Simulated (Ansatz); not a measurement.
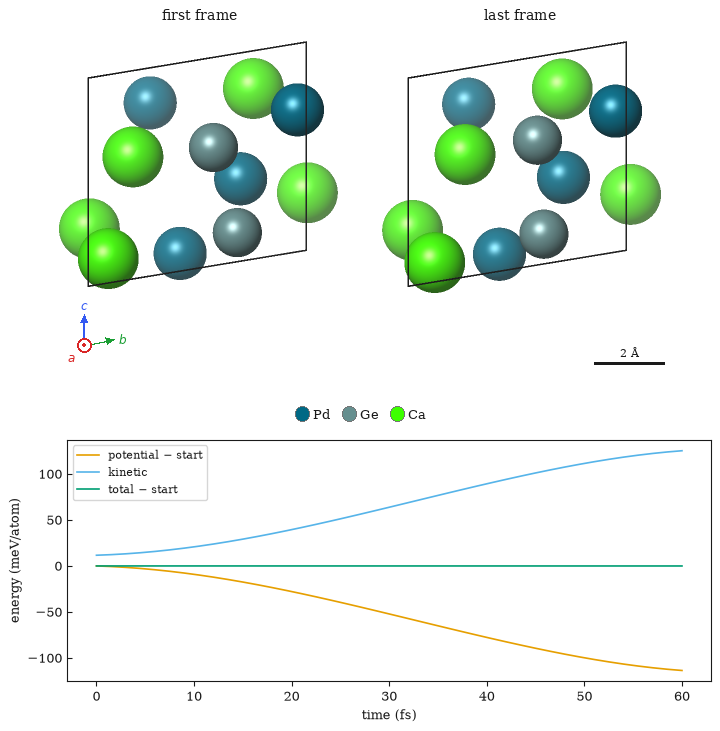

First-principles dynamics of an amorphous cell of composition Ca2GePd2 (10 atoms in the cell), 60 fs long. The picture is a spheres-only view of the simulation cell, seen along the a axis.

Computed with DFT, PAW plane waves, PBE (Ansatz 0.2.0). Set-up: plane-wave cutoff 420 eV; k-point mesh 3 × 3 × 3; Fermi-Dirac smearing 0.1 eV; constant energy (NVE); velocities drawn for 100 K; time step 1.5 fs.

**Check the integration.**

The total energy stays between −0.039 and 0 meV per atom of its start. A straight-line fit has a slope that amounts to −0.039 meV per atom over 60 fs (under 0.1 % of the mean kinetic energy), and the ripple about it is under 0.1 % of the kinetic energy's fluctuation. With a drift under 2 % and a ripple under 7 %, the integration is accurate. The mean temperature in the second half is 848 K (standard deviation 166 K). It is well above the start because potential energy is released as heat. The potential energy is still drifting at the end, so the run hasn't reached equilibrium. The potential energy in the second half lies on average 87.1 meV per atom below the first frame.

Limits of the set-up: the periodic images lie only 6.0 Å apart, so the values are limited by the cell's size.
